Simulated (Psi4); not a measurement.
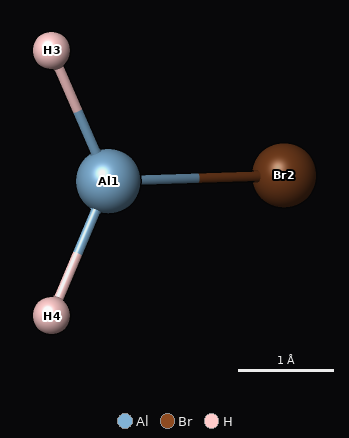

Figure 1. The structure (ball-and-stick view, seen at a tilt; atoms are numbered from 1 in the order of the input). Sticks mark near contacts. Bond lengths as drawn: Al–Br 2.26 Å and Al–H 1.58 Å.

## AlH2Br: frequency calculation (part 1 of 3)

- system: AlH2Br
- method: HF/STO-3G, RHF (Psi4 1.11)

The geometry comes from this level: PBE0-D4/def2-TZVP.

### The input (run.py)
```python
import psi4

psi4.set_memory('1600 MB')
psi4.set_num_threads(1)
psi4.core.set_output_file('output.dat', False)

geom = psi4.geometry("""
0 1
Al    -0.148300    -0.064700    -0.110300
Br     1.684900     0.496600     1.079700
H     -0.561600    -1.584800    -0.139200
H     -0.919700     1.092700    -0.850400
""")

psi4.set_options({
    'basis': 'STO-3G',
    'reference': 'rhf',
    'scf_type': 'pk',
    'rotational_symmetry_number': 2,
})

e = psi4.frequency("hf")
print(f'hf energy: {e:.10f} Eh')
for k, v in sorted(psi4.core.scalar_variables().items()):
    print(f'{k:45s} {v:18.10f}')
```

Run on 1 thread of Intel Xeon (Sapphire Rapids), 16 GiB of memory available, shared host.

Launched with:
```bash
python run.py
```

### Output
```
gradient() will perform analytic gradient computation.

   => Loading Basis Set <=

    Name: STO-3G
    Role: ORBITAL
    Keyword: BASIS

         ---------------------------------------------------------
                                   SCF
                              RHF Reference
                        1 Threads,   1525 MiB Core
         ---------------------------------------------------------

  ==> Geometry <==

    Molecular point group: c1
    Full point group: C1

    Geometry (in Angstrom), charge = 0, multiplicity = 1:

       Center              X                  Y                   Z               Mass
    ------------   -----------------  -----------------  -----------------  -----------------
         AL          -1.329550355100    -0.407089936962    -0.863062133677    26.981538530000
         BR           0.503649644900     0.154210063038     0.326937866323    78.918337600000
         H           -1.742850355100    -1.927189936962    -0.891962133677     1.007825032230
         H           -2.100950355100     0.750310063038    -1.603162133677     1.007825032230

  Running in c1 symmetry.

  Rotational constants: A =      4.28723  B =      0.14804  C =      0.14309 [cm^-1]
  Rotational constants: A = 128528.01916  B =   4437.98018  C =   4289.85458 [MHz]
  Nuclear repulsion =  126.863328746982006

  Charge       = 0
  Multiplicity = 1
  Electrons    = 50
  Nalpha       = 25
  Nbeta        = 25

  ==> Algorithm <==

  SCF Algorithm Type is PK.
  DIIS enabled.
  MOM disabled.
  Fractional occupation disabled.
  Guess Type is SAD.
  Energy threshold   = 1.00e-08
  Density threshold  = 1.00e-08
  Integral threshold = 1.00e-12

  ==> Primary Basis <==

  Basis Set: STO-3G
    Blend: STO-3G
    Number of shells: 15
    Number of basis functions: 29
    Number of Cartesian functions: 30
    Spherical Harmonics?: true
    Max angular momentum: 2

  ==> Integral Setup <==

  Using in-core PK algorithm.
   Calculation information:
      Number of atoms:                   4
      Number of AO shells:              15
      Number of primitives:             45
      Number of atomic orbitals:        30
      Number of basis functions:        29

      Integral cutoff                 1.00e-12
      Number of threads:                 1

  Performing in-core PK
  Using 189660 doubles for integral storage.
  We computed 6075 shell quartets total.
  Whereas there are 7260 unique shell quartets.

  ==> DiskJK: Disk-Based J/K Matrices <==

    J tasked:                  Yes
    K tasked:                  Yes
    wK tasked:                  No
    Memory [MiB]:             1144
    Schwarz Cutoff:          1E-12

  Minimum eigenvalue in the overlap matrix is 3.7813100845E-01.
  Reciprocal condition number of the overlap matrix is 2.1656296375E-01.
    Using symmetric orthogonalization.

  ==> Pre-Iterations <==

  SCF Guess: Superposition of Atomic Densities via on-the-fly atomic UHF (no occupation information).

   -------------------------
    Irrep   Nso     Nmo
   -------------------------
     A         29      29
   -------------------------
    Total      29      29
   -------------------------

  ==> Iterations <==

                        Total Energy        Delta E     RMS |[F,P]|

   @RHF iter SAD: -2782.29513324650679   -2.78230e+03   0.00000e+00
   @RHF iter   1: -2784.82827991288286   -2.53315e+00   8.85417e-03 ADIIS/DIIS
   @RHF iter   2: -2784.89792860027774   -6.96487e-02   1.36602e-03 ADIIS/DIIS
   @RHF iter   3: -2784.89884874452491   -9.20144e-04   2.42103e-04 ADIIS/DIIS
   @RHF iter   4: -2784.89893199190965   -8.32474e-05   5.29185e-05 DIIS
   @RHF iter   5: -2784.89893757960454   -5.58769e-06   8.53149e-06 DIIS
   @RHF iter   6: -2784.89893773218091   -1.52576e-07   7.80963e-07 DIIS
   @RHF iter   7: -2784.89893773322365   -1.04274e-09   7.25992e-08 DIIS
   @RHF iter   8: -2784.89893773322410   -4.54747e-13   5.55766e-09 DIIS
  Energy and wave function converged.

  ==> Post-Iterations <==

    Orbital Energies [Eh]
    ---------------------

    Doubly Occupied:

       1A   -484.376462     2A    -63.106841     3A    -57.855152
       4A    -57.656073     5A    -57.654728     6A    -57.654579
       7A     -9.061930     8A     -6.811349     9A     -6.802977
      10A     -6.802136    11A     -4.778569    12A     -3.006347
      13A     -3.005998    14A     -3.004629    15A     -2.166071
      16A     -2.163530    17A     -2.162753    18A     -2.154967
      19A     -2.154948    20A     -0.826713    21A     -0.509199
      22A     -0.384523    23A     -0.335295    24A     -0.294039
      25A     -0.281903

    Virtual:

      26A      0.289566    27A      0.358477    28A      0.558177
      29A      0.668269

    Final Occupation by Irrep:
              A
    DOCC [    25 ]
    NA   [    25 ]
    NB   [    25 ]

  @RHF Final Energy: -2784.89893773322410

   => Energetics <=

    Nuclear Repulsion Energy =            126.8633287469820061
    One-Electron Energy =               -4153.5011142577377541
    Two-Electron Energy =                1241.7388477775316460
    Total Energy =                      -2784.8989377332241020

Computation Completed

Properties will be evaluated at   0.000000,   0.000000,   0.000000 [a0]

Properties computed using the SCF density matrix

 Multipole Moments:

 ------------------------------------------------------------------------------------
     Multipole            Electronic (a.u.)      Nuclear  (a.u.)        Total (a.u.)
 ------------------------------------------------------------------------------------

 L = 1.  Multiply by 2.5417464519 to convert [e a0] to [Debye]
 Dipole X            :          5.7627656           -6.6144529           -0.8516873
 Dipole Y            :          1.7644094           -2.0252135           -0.2608041
 Dipole Z            :          3.7407728           -4.2936594           -0.5528866
 Magnitude           :                                                    1.0483671

 ------------------------------------------------------------------------------------

	total time  =          1 seconds =       0.02 minutes

         ------------------------------------------------------------
                                   SCF GRAD
         ------------------------------------------------------------

  ==> Geometry <==

    Molecular point group: c1
    Full point group: C1

    Geometry (in Angstrom), charge = 0, multiplicity = 1:

       Center              X                  Y                   Z               Mass
    ------------   -----------------  -----------------  -----------------  -----------------
         AL          -1.329550355100    -0.407089936962    -0.863062133677    26.981538530000
         BR           0.503649644900     0.154210063038     0.326937866323    78.918337600000
         H           -1.742850355100    -1.927189936962    -0.891962133677     1.007825032230
         H           -2.100950355100     0.750310063038    -1.603162133677     1.007825032230

  Nuclear repulsion =  126.863328746982006

  ==> Basis Set <==

  Basis Set: STO-3G
    Blend: STO-3G
    Number of shells: 15
    Number of basis functions: 29
    Number of Cartesian functions: 30
    Spherical Harmonics?: true
    Max angular momentum: 2

  ==> DirectJKGrad: Integral-Direct SCF Gradients <==

    Gradient:                    1
    J tasked:                  Yes
    K tasked:                  Yes
    wK tasked:                  No
    Integrals threads:           1
    Schwarz Cutoff:          1E-12

  -Total Gradient:
     Atom            X                  Y                   Z
    ------   -----------------  -----------------  -----------------
       1        0.013510813850     0.004131935920     0.008768452751
       2        0.020852335943     0.006385498538     0.013536297019
       3       -0.012019207840    -0.043856770011    -0.000899852682
       4       -0.022343942032     0.033339335546    -0.021404897102

	total time  =          0 seconds =       0.00 minutes

  Based on options and gradient (rms=2.06E-02), recommend projecting translations and not projecting rotations.
hessian() will perform analytic frequency computation.

   => Loading Basis Set <=

    Name: STO-3G
    Role: ORBITAL
    Keyword: BASIS

         ---------------------------------------------------------
                                   SCF
                              RHF Reference
                        1 Threads,   1525 MiB Core
         ---------------------------------------------------------

  ==> Geometry <==

    Molecular point group: c1
    Full point group: C1

    Geometry (in Angstrom), charge = 0, multiplicity = 1:

       Center              X                  Y                   Z               Mass
    ------------   -----------------  -----------------  -----------------  -----------------
         AL          -1.329550355100    -0.407089936962    -0.863062133677    26.981538530000
         BR           0.503649644900     0.154210063038     0.326937866323    78.918337600000
         H           -1.742850355100    -1.927189936962    -0.891962133677     1.007825032230
         H           -2.100950355100     0.750310063038    -1.603162133677     1.007825032230

  Running in c1 symmetry.

  Rotational constants: A =      4.28723  B =      0.14804  C =      0.14309 [cm^-1]
  Rotational constants: A = 128528.01916  B =   4437.98018  C =   4289.85458 [MHz]
  Nuclear repulsion =  126.863328746982006

  Charge       = 0
  Multiplicity = 1
  Electrons    = 50
  Nalpha       = 25
  Nbeta        = 25

  ==> Algorithm <==

  SCF Algorithm Type is PK.
  DIIS enabled.
  MOM disabled.
  Fractional occupation disabled.
  Guess Type is SAD.
  Energy threshold   = 1.00e-08
  Density threshold  = 1.00e-08
  Integral threshold = 1.00e-12

  ==> Primary Basis <==

  Basis Set: STO-3G
    Blend: STO-3G
    Number of shells: 15
    Number of basis functions: 29
    Number of Cartesian functions: 30
    Spherical Harmonics?: true
    Max angular momentum: 2

  ==> Integral Setup <==

  Using in-core PK algorithm.
   Calculation information:
      Number of atoms:                   4
      Number of AO shells:              15
      Number of primitives:             45
      Number of atomic orbitals:        30
      Number of basis functions:        29

      Integral cutoff                 1.00e-12
      Number of threads:                 1

  Performing in-core PK
  Using 189660 doubles for integral storage.
  We computed 6075 shell quartets total.
  Whereas there are 7260 unique shell quartets.

  ==> DiskJK: Disk-Based J/K Matrices <==

    J tasked:                  Yes
    K tasked:                  Yes
    wK tasked:                  No
    Memory [MiB]:             1144
    Schwarz Cutoff:          1E-12

  Minimum eigenvalue in the overlap matrix is 3.7813100845E-01.
  Reciprocal condition number of the overlap matrix is 2.1656296375E-01.
    Using symmetric orthogonalization.

  ==> Pre-Iterations <==

  SCF Guess: Superposition of Atomic Densities via on-the-fly atomic UHF (no occupation information).

   -------------------------
    Irrep   Nso     Nmo
   -------------------------
     A         29      29
   -------------------------
    Total      29      29
   -------------------------

  ==> Iterations <==

                        Total Energy        Delta E     RMS |[F,P]|

   @RHF iter SAD: -2782.29513324650679   -2.78230e+03   0.00000e+00
   @RHF iter   1: -2784.82827991288286   -2.53315e+00   8.85417e-03 ADIIS/DIIS
   @RHF iter   2: -2784.89792860027774   -6.96487e-02   1.36602e-03 ADIIS/DIIS
   @RHF iter   3: -2784.89884874452491   -9.20144e-04   2.42103e-04 ADIIS/DIIS
   @RHF iter   4: -2784.89893199190965   -8.32474e-05   5.29185e-05 DIIS
   @RHF iter   5: -2784.89893757960454   -5.58769e-06   8.53149e-06 DIIS
   @RHF iter   6: -2784.89893773218091   -1.52576e-07   7.80963e-07 DIIS
   @RHF iter   7: -2784.89893773322365   -1.04274e-09   7.25992e-08 DIIS
   @RHF iter   8: -2784.89893773322410   -4.54747e-13   5.55766e-09 DIIS
  Energy and wave function converged.

  ==> Post-Iterations <==

    Orbital Energies [Eh]
    ---------------------

    Doubly Occupied:

       1A   -484.376462     2A    -63.106841     3A    -57.855152
       4A    -57.656073     5A    -57.654728     6A    -57.654579
       7A     -9.061930     8A     -6.811349     9A     -6.802977
      10A     -6.802136    11A     -4.778569    12A     -3.006347
      13A     -3.005998    14A     -3.004629    15A     -2.166071
      16A     -2.163530    17A     -2.162753    18A     -2.154967
      19A     -2.154948    20A     -0.826713    21A     -0.509199
      22A     -0.384523    23A     -0.335295    24A     -0.294039
      25A     -0.281903

    Virtual:

      26A      0.289566    27A      0.358477    28A      0.558177
      29A      0.668269

    Final Occupation by Irrep:
              A
    DOCC [    25 ]
    NA   [    25 ]
    NB   [    25 ]

  @RHF Final Energy: -2784.89893773322410

   => Energetics <=

    Nuclear Repulsion Energy =            126.8633287469820061
    One-Electron Energy =               -4153.5011142577377541
    Two-Electron Energy =                1241.7388477775316460
    Total Energy =                      -2784.8989377332241020

Computation Completed

Properties will be evaluated at   0.000000,   0.000000,   0.000000 [a0]

Properties computed using the SCF density matrix

 Multipole Moments:

 ------------------------------------------------------------------------------------
     Multipole            Electronic (a.u.)      Nuclear  (a.u.)        Total (a.u.)
 ------------------------------------------------------------------------------------

 L = 1.  Multiply by 2.5417464519 to convert [e a0] to [Debye]
 Dipole X            :          5.7627656           -6.6144529           -0.8516873
 Dipole Y            :          1.7644094           -2.0252135           -0.2608041
 Dipole Z            :          3.7407728           -4.2936594           -0.5528866
 Magnitude           :                                                    1.0483671

 ------------------------------------------------------------------------------------

	total time  =          0 seconds =       0.00 minutes

         ------------------------------------------------------------
                                   SCF HESS
         ------------------------------------------------------------

  ==> Geometry <==

    Molecular point group: c1
    Full point group: C1

    Geometry (in Angstrom), charge = 0, multiplicity = 1:

       Center              X                  Y                   Z               Mass
    ------------   -----------------  -----------------  -----------------  -----------------
         AL          -1.329550355100    -0.407089936962    -0.863062133677    26.981538530000
         BR           0.503649644900     0.154210063038     0.326937866323    78.918337600000
         H           -1.742850355100    -1.927189936962    -0.891962133677     1.007825032230
         H           -2.100950355100     0.750310063038    -1.603162133677     1.007825032230

  Nuclear repulsion =  126.863328746982006

  ==> Basis Set <==

  Basis Set: STO-3G
    Blend: STO-3G
    Number of shells: 15
    Number of basis functions: 29
    Number of Cartesian functions: 30
    Spherical Harmonics?: true
    Max angular momentum: 2

  ==> DirectJKGrad: Integral-Direct SCF Gradients <==

    Gradient:                    2
    J tasked:                  Yes
    K tasked:                  Yes
    wK tasked:                  No
    Integrals threads:           1
    Schwarz Cutoff:          1E-12

  ## JHess (Symmetry 0) ##
  Irrep: 1 Size: 12 x 12

                 1                   2                   3                   4                   5

    1     0.95499564824122     3.45058877693235     8.71934872593040    -4.39678061870299    -3.75571384554752
    2     3.45058877693235    -6.67880991152122     1.45323037264637    -3.75572370088825     6.66095850262206
    3     8.71934872593040     1.45323037264637    -6.44615543379538    -7.99418702504856    -2.42016762189079
    4    -4.39678061870299    -3.75572370088825    -7.99418702504856     4.63639819238563     3.89218966787818
    5    -3.75571384554752     6.66095850262206    -2.42016762189079     3.89218966787818    -6.63503212225674
    6    -7.99418206611202    -2.42017250101883     2.72054547488346     8.38708067053195     2.45072711610964
    7     1.98990952044650    -0.88018262719397     0.00358309638566    -0.06086951953425    -0.21319939012319
    8    -0.74376013519857    -0.60686224654475    -0.03969278662956    -0.34591075646562    -0.14789067707581
    9    -0.01985314604813    -0.13542695817434     2.20960791802581    -0.10739086560742    -0.09382490393973
   10     1.45187545001544     1.18531755114988    -0.72874479726752    -0.17874805414239     0.07672356779245
   11     1.04888520381374     0.62471365544361     1.00663003587400     0.20944478947562     0.12196429670376
   12    -0.70531351377028     1.10236908654682     1.51600204088564    -0.28550277987544     0.06326540972089

                 6                   7                   8                   9                  10
```
